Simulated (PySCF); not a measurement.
# RhS2: a ladder of methods

Aim: at the PBE0 minimum of doublet RhS2, found before, compare methods on energies and levels.

Computed with PySCF 2.14.0. Level: several methods, basis Rh def2-SVP with ECP28, S def2-SVP, scalar-relativistic core potentials, no spin–orbit coupling, density fitting.

### 1 Starting geometry

3 atoms, charge 0, spin multiplicity 2.

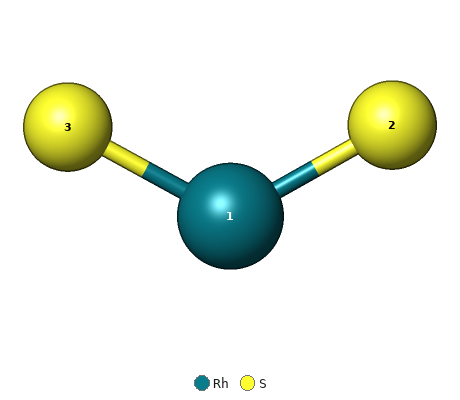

The starting geometry (rhodium blue, sulfur yellow); atoms are numbered from 1 in the order of the file.

Z-matrix (Å, degrees; charge 0 multiplicity 2):
```
Rh
S  1 2.0449
S  1 2.0449 2 121.88
```

### 2 PBE0

The steps are one call of a driver around PySCF; scf.py gives each level's set-up. Each SCF starts from the density of the minimum. The driver also runs the species with one electron less or more at the same geometry (one less: multiplicity 3, one more: multiplicity 3); their logs are not shown.

Input file scf.py:

```python
from pyscf import gto, scf, dft
mol = gto.M(atom='''
Rh    -0.379901    -0.024431    -0.000000
S      0.611376     0.039317     1.787486
S      0.611376     0.039317    -1.787486''',
    basis={'Rh': 'def2-SVP', 'S': 'def2-SVP'},
    ecp={'Rh': 'def2-SVP'},
    charge=0, spin=1)
mf = dft.UKS(mol, xc='PBE0')
mf.grids.atom_grid = (99, 590)
aux = {'Rh': 'def2-universal-JKFIT', 'S': 'def2-universal-JKFIT'}
mf = mf.density_fit(auxbasis=aux)
mf.kernel()
```

The log of the run:

```text
init E= -906.356600483206
[... the frontier-level lines of each cycle are left out ...]
cycle= 1 E= -906.356600484798  delta_E= -1.59e-09  |g|= 1.35e-05  |ddm|= 0.000102
cycle= 2 E= -906.356600485977  delta_E= -1.18e-09  |g|= 3.59e-05  |ddm|= 0.000122
cycle= 3 E= -906.356600487144  delta_E= -1.17e-09  |g|= 1.43e-05  |ddm|= 4.23e-05
cycle= 4 E= -906.356600485682  delta_E= 1.46e-09  |g|= 1.33e-05  |ddm|= 8.21e-05
cycle= 5 E= -906.356600482465  delta_E= 3.22e-09  |g|= 2.05e-05  |ddm|= 0.000249
cycle= 6 E= -906.356600481739  delta_E= 7.25e-10  |g|= 3.85e-06  |ddm|= 0.000191
Extra cycle  E= -906.356600481719  delta_E= 2.05e-11  |g|= 1.2e-05  |ddm|= 2.17e-05
converged SCF energy = -906.356600481719  <S^2> = 0.76428567  2S+1 = 2.014235
```

This level, with the species of one electron less or more, ran for 8 s (4 threads, shared host).

- energy: -906.356600 Eh
- one electron less (charge +1): -906.020705 Eh (triplet, ⟨S²⟩ 2.06)
- one electron more (charge -1): -906.455046 Eh (triplet, ⟨S²⟩ 2.02)
- Mulliken charge of Rh1: +0.08 e

### 3 HF

Edit scf.py of step 2 so:

```diff
@@ -9,2 +9 @@
-mf = dft.UKS(mol, xc='PBE0')
-mf.grids.atom_grid = (99, 590)
+mf = scf.UHF(mol)
```

The log of the run:

```text
init E= -904.370859737774
[... the frontier-level lines of each cycle are left out ...]
cycle= 1 E= -904.390399935103  delta_E= -0.0195  |g|= 0.0735  |ddm|= 0.267
cycle= 2 E= -904.391087537716  delta_E= -0.000688  |g|= 0.0919  |ddm|= 0.152
cycle= 3 E= -904.395572316268  delta_E= -0.00448  |g|= 0.0295  |ddm|= 0.0979
cycle= 4 E= -904.397468660195  delta_E= -0.0019  |g|= 0.0143  |ddm|= 0.0818
cycle= 5 E= -904.39845350409  delta_E= -0.000985  |g|= 0.0137  |ddm|= 0.0509
cycle= 6 E= -904.399474784955  delta_E= -0.00102  |g|= 0.0138  |ddm|= 0.0528
cycle= 7 E= -904.399288018481  delta_E= 0.000187  |g|= 0.0137  |ddm|= 0.00945
cycle= 8 E= -904.397940337758  delta_E= 0.00135  |g|= 0.0122  |ddm|= 0.0786
cycle= 9 E= -904.39712834141  delta_E= 0.000812  |g|= 0.0104  |ddm|= 0.102
cycle= 10 E= -904.397431328925  delta_E= -0.000303  |g|= 0.0105  |ddm|= 0.0219
cycle= 11 E= -904.39711923748  delta_E= 0.000312  |g|= 0.0104  |ddm|= 0.0211
cycle= 12 E= -904.395728898364  delta_E= 0.00139  |g|= 0.00908  |ddm|= 0.105
cycle= 13 E= -904.393497227822  delta_E= 0.00223  |g|= 0.00983  |ddm|= 0.228
cycle= 14 E= -904.3930324036  delta_E= 0.000465  |g|= 0.0102  |ddm|= 0.0635
cycle= 15 E= -904.393328376293  delta_E= -0.000296  |g|= 0.0095  |ddm|= 0.0522
cycle= 16 E= -904.392996385427  delta_E= 0.000332  |g|= 0.0103  |ddm|= 0.0323
cycle= 17 E= -904.393920467441  delta_E= -0.000924  |g|= 0.00911  |ddm|= 0.0987
cycle= 18 E= -904.393775767379  delta_E= 0.000145  |g|= 0.00886  |ddm|= 0.0161
cycle= 19 E= -904.392372650506  delta_E= 0.0014  |g|= 0.00872  |ddm|= 0.158
cycle= 20 E= -904.39236841914  delta_E= 4.23e-06  |g|= 0.00875  |ddm|= 0.000947
cycle= 21 E= -904.39272247117  delta_E= -0.000354  |g|= 0.00821  |ddm|= 0.0389
cycle= 22 E= -904.392966285551  delta_E= -0.000244  |g|= 0.009  |ddm|= 0.0459
cycle= 23 E= -904.393220815641  delta_E= -0.000255  |g|= 0.00833  |ddm|= 0.0337
cycle= 24 E= -904.393291040946  delta_E= -7.02e-05  |g|= 0.00839  |ddm|= 0.0115
cycle= 25 E= -904.393264783697  delta_E= 2.63e-05  |g|= 0.00844  |ddm|= 0.00404
cycle= 26 E= -904.393203623388  delta_E= 6.12e-05  |g|= 0.00825  |ddm|= 0.0157
cycle= 27 E= -904.392483000146  delta_E= 0.000721  |g|= 0.00682  |ddm|= 0.104
cycle= 28 E= -904.39200424295  delta_E= 0.000479  |g|= 0.0068  |ddm|= 0.0638
cycle= 29 E= -904.392303915771  delta_E= -0.0003  |g|= 0.00636  |ddm|= 0.0368
cycle= 30 E= -904.393270467653  delta_E= -0.000967  |g|= 0.0065  |ddm|= 0.117
cycle= 31 E= -904.392074283408  delta_E= 0.0012  |g|= 0.00786  |ddm|= 0.143
cycle= 32 E= -904.391712503429  delta_E= 0.000362  |g|= 0.00891  |ddm|= 0.0481
cycle= 33 E= -904.391327131092  delta_E= 0.000385  |g|= 0.0101  |ddm|= 0.0429
cycle= 34 E= -904.391031192338  delta_E= 0.000296  |g|= 0.0111  |ddm|= 0.031
cycle= 35 E= -904.391840352268  delta_E= -0.000809  |g|= 0.0103  |ddm|= 0.107
cycle= 36 E= -904.391484268354  delta_E= 0.000356  |g|= 0.0109  |ddm|= 0.0387
cycle= 37 E= -904.390842251313  delta_E= 0.000642  |g|= 0.0125  |ddm|= 0.0625
cycle= 38 E= -904.391359801747  delta_E= -0.000518  |g|= 0.0114  |ddm|= 0.0572
cycle= 39 E= -904.391456362218  delta_E= -9.66e-05  |g|= 0.011  |ddm|= 0.00863
cycle= 40 E= -904.39285418855  delta_E= -0.0014  |g|= 0.00695  |ddm|= 0.155
cycle= 41 E= -904.392938478032  delta_E= -8.43e-05  |g|= 0.00674  |ddm|= 0.017
cycle= 42 E= -904.392719740395  delta_E= 0.000219  |g|= 0.00698  |ddm|= 0.0304
cycle= 43 E= -904.393269552588  delta_E= -0.00055  |g|= 0.00738  |ddm|= 0.0818
cycle= 44 E= -904.393927809251  delta_E= -0.000658  |g|= 0.00778  |ddm|= 0.0746
cycle= 45 E= -904.394381466546  delta_E= -0.000454  |g|= 0.0079  |ddm|= 0.055
cycle= 46 E= -904.394455338927  delta_E= -7.39e-05  |g|= 0.00792  |ddm|= 0.0182
cycle= 47 E= -904.394390874549  delta_E= 6.45e-05  |g|= 0.00813  |ddm|= 0.022
cycle= 48 E= -904.394540024964  delta_E= -0.000149  |g|= 0.00772  |ddm|= 0.0244
cycle= 49 E= -904.394551106786  delta_E= -1.11e-05  |g|= 0.00793  |ddm|= 0.0582
cycle= 50 E= -904.390759121923  delta_E= 0.00379  |g|= 0.00994  |ddm|= 0.44
cycle= 51 E= -904.392130336123  delta_E= -0.00137  |g|= 0.00708  |ddm|= 0.169
cycle= 52 E= -904.391612932049  delta_E= 0.000517  |g|= 0.00924  |ddm|= 0.0795
cycle= 53 E= -904.391808896227  delta_E= -0.000196  |g|= 0.00895  |ddm|= 0.0364
cycle= 54 E= -904.392234878233  delta_E= -0.000426  |g|= 0.00807  |ddm|= 0.047
cycle= 55 E= -904.392834727537  delta_E= -0.0006  |g|= 0.00765  |ddm|= 0.0706
cycle= 56 E= -904.392500015718  delta_E= 0.000335  |g|= 0.0079  |ddm|= 0.0428
cycle= 57 E= -904.39250541365  delta_E= -5.4e-06  |g|= 0.00773  |ddm|= 0.0128
cycle= 58 E= -904.39236496817  delta_E= 0.00014  |g|= 0.0077  |ddm|= 0.0203
cycle= 59 E= -904.392378320642  delta_E= -1.34e-05  |g|= 0.00816  |ddm|= 0.0179
cycle= 60 E= -904.39402411083  delta_E= -0.00165  |g|= 0.00764  |ddm|= 0.18
SCF not converged.
init E= -904.370859737774
cycle= 1 E= -904.388428893882  delta_E= -0.0176  |g|= 0.0628  |ddm|= 0.208
cycle= 2 E= -904.392632369785  delta_E= -0.0042  |g|= 0.0367  |ddm|= 0.09
cycle= 3 E= -904.394525211092  delta_E= -0.00189  |g|= 0.0307  |ddm|= 0.0608
cycle= 4 E= -904.396060867369  delta_E= -0.00154  |g|= 0.0167  |ddm|= 0.0566
cycle= 5 E= -904.397089022845  delta_E= -0.00103  |g|= 0.0137  |ddm|= 0.0479
cycle= 6 E= -904.398028715105  delta_E= -0.00094  |g|= 0.0129  |ddm|= 0.0466
cycle= 7 E= -904.39876695701  delta_E= -0.000738  |g|= 0.0127  |ddm|= 0.0375
cycle= 8 E= -904.399076141598  delta_E= -0.000309  |g|= 0.013  |ddm|= 0.0165
cycle= 9 E= -904.399255228043  delta_E= -0.000179  |g|= 0.0132  |ddm|= 0.00935
cycle= 10 E= -904.399192913161  delta_E= 6.23e-05  |g|= 0.0133  |ddm|= 0.00399
cycle= 11 E= -904.398912502399  delta_E= 0.00028  |g|= 0.0132  |ddm|= 0.0168
cycle= 12 E= -904.398635260926  delta_E= 0.000277  |g|= 0.0128  |ddm|= 0.0198
cycle= 13 E= -904.398363606925  delta_E= 0.000272  |g|= 0.0123  |ddm|= 0.0339
cycle= 14 E= -904.398469113698  delta_E= -0.000106  |g|= 0.0112  |ddm|= 0.0318
cycle= 15 E= -904.398719072303  delta_E= -0.00025  |g|= 0.0107  |ddm|= 0.0204
cycle= 16 E= -904.398861185212  delta_E= -0.000142  |g|= 0.0108  |ddm|= 0.0137
cycle= 17 E= -904.398879368364  delta_E= -1.82e-05  |g|= 0.011  |ddm|= 0.00547
cycle= 18 E= -904.398963260164  delta_E= -8.39e-05  |g|= 0.0109  |ddm|= 0.00525
cycle= 19 E= -904.399002593459  delta_E= -3.93e-05  |g|= 0.011  |ddm|= 0.00447
cycle= 20 E= -904.39929346797  delta_E= -0.000291  |g|= 0.0107  |ddm|= 0.0201
cycle= 21 E= -904.399391193947  delta_E= -9.77e-05  |g|= 0.0108  |ddm|= 0.00722
cycle= 22 E= -904.399250445336  delta_E= 0.000141  |g|= 0.0111  |ddm|= 0.00875
cycle= 23 E= -904.398813398016  delta_E= 0.000437  |g|= 0.0115  |ddm|= 0.0274
cycle= 24 E= -904.398532809639  delta_E= 0.000281  |g|= 0.0112  |ddm|= 0.0185
cycle= 25 E= -904.396728742874  delta_E= 0.0018  |g|= 0.0142  |ddm|= 0.127
cycle= 26 E= -904.395832102695  delta_E= 0.000897  |g|= 0.0122  |ddm|= 0.0799
cycle= 27 E= -904.395076701536  delta_E= 0.000755  |g|= 0.0117  |ddm|= 0.074
cycle= 28 E= -904.395033715448  delta_E= 4.3e-05  |g|= 0.0094  |ddm|= 0.0199
cycle= 29 E= -904.39505040586  delta_E= -1.67e-05  |g|= 0.00897  |ddm|= 0.00717
cycle= 30 E= -904.395100825053  delta_E= -5.04e-05  |g|= 0.0089  |ddm|= 0.00554
cycle= 31 E= -904.395079326512  delta_E= 2.15e-05  |g|= 0.00904  |ddm|= 0.00932
cycle= 32 E= -904.395096546521  delta_E= -1.72e-05  |g|= 0.00905  |ddm|= 0.00605
cycle= 33 E= -904.394952997427  delta_E= 0.000144  |g|= 0.00958  |ddm|= 0.0188
cycle= 34 E= -904.395023295328  delta_E= -7.03e-05  |g|= 0.00896  |ddm|= 0.022
cycle= 35 E= -904.395238352185  delta_E= -0.000215  |g|= 0.00863  |ddm|= 0.0227
cycle= 36 E= -904.395471788797  delta_E= -0.000233  |g|= 0.00849  |ddm|= 0.0261
cycle= 37 E= -904.395676568093  delta_E= -0.000205  |g|= 0.00845  |ddm|= 0.0198
cycle= 38 E= -904.39552676698  delta_E= 0.00015  |g|= 0.0088  |ddm|= 0.0129
cycle= 39 E= -904.395519030943  delta_E= 7.74e-06  |g|= 0.00859  |ddm|= 0.00193
cycle= 40 E= -904.395458389701  delta_E= 6.06e-05  |g|= 0.00862  |ddm|= 0.00693
cycle= 41 E= -904.395454798687  delta_E= 3.59e-06  |g|= 0.00849  |ddm|= 0.00371
cycle= 42 E= -904.395434098162  delta_E= 2.07e-05  |g|= 0.00848  |ddm|= 0.00359
cycle= 43 E= -904.395364676638  delta_E= 6.94e-05  |g|= 0.00849  |ddm|= 0.00887
cycle= 44 E= -904.395298542394  delta_E= 6.61e-05  |g|= 0.00843  |ddm|= 0.0114
cycle= 45 E= -904.395532214091  delta_E= -0.000234  |g|= 0.00809  |ddm|= 0.0201
cycle= 46 E= -904.39532606471  delta_E= 0.000206  |g|= 0.00888  |ddm|= 0.0307
cycle= 47 E= -904.395422747329  delta_E= -9.67e-05  |g|= 0.00804  |ddm|= 0.0204
cycle= 48 E= -904.395465724413  delta_E= -4.3e-05  |g|= 0.008  |ddm|= 0.00692
cycle= 49 E= -904.395566237236  delta_E= -0.000101  |g|= 0.00793  |ddm|= 0.0113
cycle= 50 E= -904.395633250471  delta_E= -6.7e-05  |g|= 0.00796  |ddm|= 0.00829
cycle= 51 E= -904.395670069604  delta_E= -3.68e-05  |g|= 0.00804  |ddm|= 0.00407
cycle= 52 E= -904.395492701642  delta_E= 0.000177  |g|= 0.0083  |ddm|= 0.0157
cycle= 53 E= -904.3954467429  delta_E= 4.6e-05  |g|= 0.00795  |ddm|= 0.00905
cycle= 54 E= -904.395623297635  delta_E= -0.000177  |g|= 0.00754  |ddm|= 0.0194
cycle= 55 E= -904.395665224754  delta_E= -4.19e-05  |g|= 0.00764  |ddm|= 0.00701
cycle= 56 E= -904.395699351222  delta_E= -3.41e-05  |g|= 0.00766  |ddm|= 0.00475
cycle= 57 E= -904.395720277516  delta_E= -2.09e-05  |g|= 0.00769  |ddm|= 0.00411
cycle= 58 E= -904.395708625166  delta_E= 1.17e-05  |g|= 0.00776  |ddm|= 0.00361
cycle= 59 E= -904.395701451022  delta_E= 7.17e-06  |g|= 0.00775  |ddm|= 0.00218
cycle= 60 E= -904.39566812851  delta_E= 3.33e-05  |g|= 0.0078  |ddm|= 0.00379
cycle= 61 E= -904.395619167216  delta_E= 4.9e-05  |g|= 0.0078  |ddm|= 0.00697
cycle= 62 E= -904.395552702207  delta_E= 6.65e-05  |g|= 0.00781  |ddm|= 0.0065
cycle= 63 E= -904.39554160614  delta_E= 1.11e-05  |g|= 0.00771  |ddm|= 0.00514
cycle= 64 E= -904.395627944263  delta_E= -8.63e-05  |g|= 0.00754  |ddm|= 0.0104
cycle= 65 E= -904.395722845538  delta_E= -9.49e-05  |g|= 0.00758  |ddm|= 0.0128
cycle= 66 E= -904.395672904264  delta_E= 4.99e-05  |g|= 0.00782  |ddm|= 0.00545
cycle= 67 E= -904.395749506636  delta_E= -7.66e-05  |g|= 0.00771  |ddm|= 0.00926
cycle= 68 E= -904.395783990086  delta_E= -3.45e-05  |g|= 0.00779  |ddm|= 0.00589
cycle= 69 E= -904.395720518327  delta_E= 6.35e-05  |g|= 0.0079  |ddm|= 0.00775
cycle= 70 E= -904.395690769019  delta_E= 2.97e-05  |g|= 0.00785  |ddm|= 0.00535
cycle= 71 E= -904.395669389197  delta_E= 2.14e-05  |g|= 0.00782  |ddm|= 0.00439
cycle= 72 E= -904.395577692758  delta_E= 9.17e-05  |g|= 0.00797  |ddm|= 0.00888
cycle= 73 E= -904.395538110976  delta_E= 3.96e-05  |g|= 0.00787  |ddm|= 0.00803
cycle= 74 E= -904.395492909695  delta_E= 4.52e-05  |g|= 0.0078  |ddm|= 0.00739
cycle= 75 E= -904.395541995903  delta_E= -4.91e-05  |g|= 0.00761  |ddm|= 0.0105
cycle= 76 E= -904.395689800996  delta_E= -0.000148  |g|= 0.00753  |ddm|= 0.013
cycle= 77 E= -904.395509225827  delta_E= 0.000181  |g|= 0.00806  |ddm|= 0.0158
cycle= 78 E= -904.395517167962  delta_E= -7.94e-06  |g|= 0.00775  |ddm|= 0.00255
cycle= 79 E= -904.395509924876  delta_E= 7.24e-06  |g|= 0.00774  |ddm|= 0.00157
cycle= 80 E= -904.395487114251  delta_E= 2.28e-05  |g|= 0.00775  |ddm|= 0.00317
SCF not converged.
macro= 0  E= -904.399139888806  delta_E= -0.00365277  |g|= 0.00775294  1 KF 7 JK
macro= 1  E= -904.425733244833  delta_E= -0.0265934  |g|= 0.0791035  4 KF 21 JK
macro= 2  E= -904.435782924338  delta_E= -0.0100497  |g|= 0.0343839  3 KF 14 JK
macro= 3  E= -904.447431559191  delta_E= -0.0116486  |g|= 0.0187213  4 KF 20 JK
macro= 4  E= -904.458069067457  delta_E= -0.0106375  |g|= 0.00343598  4 KF 18 JK
macro= 5  E= -904.458091692004  delta_E= -2.26245e-05  |g|= 6.63401e-05  3 KF 23 JK
macro= 6  E= -904.458091692295  delta_E= -2.91038e-10  |g|= 1.27025e-05  1 KF 3 JK
macro X = 7  E=-904.458091692295  |g|= 1.27025e-05  total 21 KF 114 JK
converged SCF energy = -904.458091692295  <S^2> = 1.9794107  2S+1 = 2.9862423
```

This level, with the species of one electron less or more, took 13 s.

```
energy                        : -904.458092 Eh
one electron less (charge +1) : -904.083201 Eh (triplet, ⟨S²⟩ 2.13)
one electron more (charge -1) : -904.522118 Eh (triplet, ⟨S²⟩ 2.14)
Mulliken charge of Rh1        : +0.28 e
```

### 4 PBE

Edit scf.py of step 3 so:

```diff
@@ -9 +9,2 @@
-mf = scf.UHF(mol)
+mf = dft.UKS(mol, xc='PBE')
+mf.grids.atom_grid = (99, 590)
```

The log of the run:

```text
init E= -906.367269827609
[... the frontier-level lines of each cycle are left out ...]
cycle= 1 E= -906.369252569846  delta_E= -0.00198  |g|= 0.0473  |ddm|= 0.168
cycle= 2 E= -906.320617537166  delta_E= 0.0486  |g|= 0.321  |ddm|= 0.286
cycle= 3 E= -906.370334475435  delta_E= -0.0497  |g|= 0.0122  |ddm|= 0.245
cycle= 4 E= -906.370400978119  delta_E= -6.65e-05  |g|= 0.00204  |ddm|= 0.0165
cycle= 5 E= -906.370399948684  delta_E= 1.03e-06  |g|= 0.00227  |ddm|= 0.00542
cycle= 6 E= -906.370392738864  delta_E= 7.21e-06  |g|= 0.00381  |ddm|= 0.00892
cycle= 7 E= -906.370404016182  delta_E= -1.13e-05  |g|= 0.000165  |ddm|= 0.00583
cycle= 8 E= -906.370404052398  delta_E= -3.62e-08  |g|= 6.89e-05  |ddm|= 0.000738
cycle= 9 E= -906.370404056685  delta_E= -4.29e-09  |g|= 1.11e-05  |ddm|= 0.000204
cycle= 10 E= -906.370404057949  delta_E= -1.26e-09  |g|= 1.04e-05  |ddm|= 0.00016
cycle= 11 E= -906.370404058425  delta_E= -4.76e-10  |g|= 1.07e-05  |ddm|= 5.67e-05
Extra cycle  E= -906.370404059783  delta_E= -1.36e-09  |g|= 3.53e-05  |ddm|= 0.00024
converged SCF energy = -906.370404059783  <S^2> = 0.75288812  2S+1 = 2.002886
```

This level, with the species of one electron less or more, took 16 s.

| Item | Value |
| --- | --- |
| energy | -906.370404 Eh |
| one electron less (charge +1) | -906.039810 Eh (triplet, ⟨S²⟩ 2.01) |
| one electron more (charge -1) | -906.454020 Eh (triplet, ⟨S²⟩ 2.01) |
| Mulliken charge of Rh1 | +0.01 e |

### 5 CCSD(T)

Edit scf.py of step 4 so:

```diff
@@ -9,2 +9 @@
-mf = dft.UKS(mol, xc='PBE')
-mf.grids.atom_grid = (99, 590)
+mf = scf.UHF(mol)
@@ -13,0 +13,3 @@
+from pyscf import cc
+mycc = cc.CCSD(mf, frozen=10).run()
+mycc.ccsd_t()
```

The SCF cycles repeat those of step 3.

The log of the run:

```text
CCSD nocc = (np.int64(15), np.int64(14)), nmo = (57, 57)
Init t2, MP2 energy = -0.592944683874027
UCCSD converged
E(UCCSD) = -905.093792601872  E_corr = -0.6357009095767413
UCCSD(T) correction = -0.0396176103942368
```

This level, with the species of one electron less or more, took 2.1 min.

| Property | Result |
| --- | --- |
| energy | -905.133410 Eh |
| one electron less (charge +1) | -904.823220 Eh (triplet, ⟨S²⟩ 2.13) |
| one electron more (charge -1) | -905.210491 Eh (triplet, ⟨S²⟩ 2.14) |
| MP2 correlation in its own fitting basis (same spin, opposite spin) | -0.59287 Eh (-0.19361, -0.39926) |
| CCSD, (T) | -0.63570, -0.03962 Eh; T1 0.091, D1 0.391 |

### 6 All levels side by side

| level | atomisation energy (kJ/mol) | vertical ionisation energy (eV) | vertical electron affinity (eV) | −ε(HOMO) (eV) | gap (eV) | dipole (D) | wall time |
| --- | --- | --- | --- | --- | --- | --- | --- |
| PBE0 | 606 | 9.14 | 2.68 | 7.16 | 2.46 | 1.25 | 8 s |
| HF | 22 | 10.20 | 1.74 | 9.82 | 9.58 | 2.37 | 13 s |
| PBE | 782 | 9.00 | 2.28 | 5.85 | 0.56 | 0.82 | 16 s |
| CCSD(T) | – | 8.44 | 2.10 | – | – | – | 2.1 min |

Times are for 4 threads, shared host; PBE0 starts from its own converged density, so its time is not comparable. A dash stands where a species or a free atom was not run at that level, or the quantity is not defined.

Atomisation goes to high-spin atoms in their ground configurations, run at the same level, without zero-point energy.

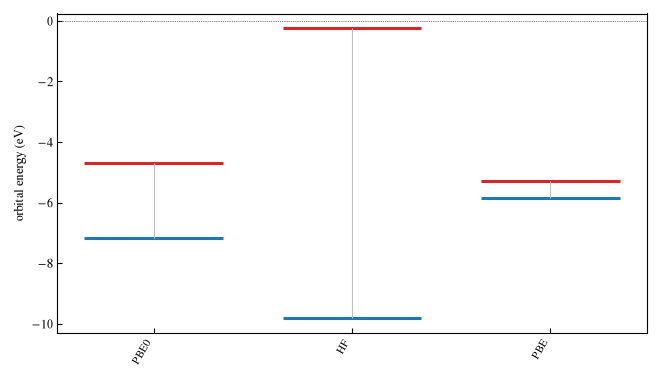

Highest occupied (blue) and lowest empty (red) levels by method.

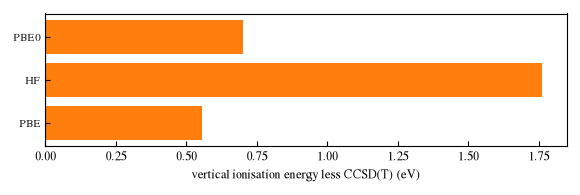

Deviation of the vertical ionisation energy from CCSD(T).

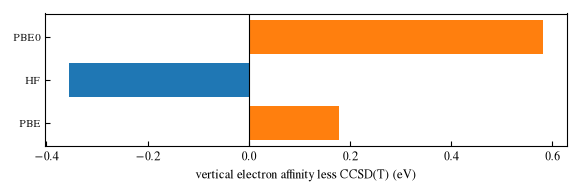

Deviation of the vertical electron affinity from CCSD(T).

### 7 Summary of results

| quantity | value |
| --- | --- |
| atomisation energy, range | 22 (HF) to 782 (PBE) kJ/mol |
| vertical ionisation energy, CCSD(T) | 8.44 eV |
| vertical electron affinity, CCSD(T) | 2.10 eV |
| orbital gap, range | 0.56 (PBE) to 9.58 (HF) eV |
| T1, D1 | 0.091, 0.391 |
| T1, D1 of the cation | 0.073, 0.423 |
| T1, D1 of the anion | 0.080, 0.540 |

The atomisation energy spreads over 759 kJ/mol, from HF to PBE; without a CCSD(T) value for it there is no yardstick here. For the vertical ionisation energy, PBE comes nearest to CCSD(T) (+0.56 eV) and HF is farthest (+1.76 eV). In so small a basis CCSD(T) is itself short of its limit. For the vertical electron affinity, PBE comes nearest to CCSD(T) (+0.18 eV) and PBE0 is farthest (+0.58 eV). The PBE orbital energy is a poor guide to ionisation (5.9 eV, 2.6 eV too small); the difference of PBE energies gives 9.0 eV. T1 of the cation is large, so the CCSD(T) value that rests on it is in doubt and small misses rank nothing. T1 of the anion is large, so the CCSD(T) value that rests on it is in doubt and small misses rank nothing. T1 is large, so single-reference CCSD(T) is itself in doubt here. Spin contamination is strong in at least one of the open-shell species at HF, CCSD(T). Without diffuse functions electron affinities tend to come out too low. Open d and f shells are described by one determinant, and the ground state may have another occupation or spin.
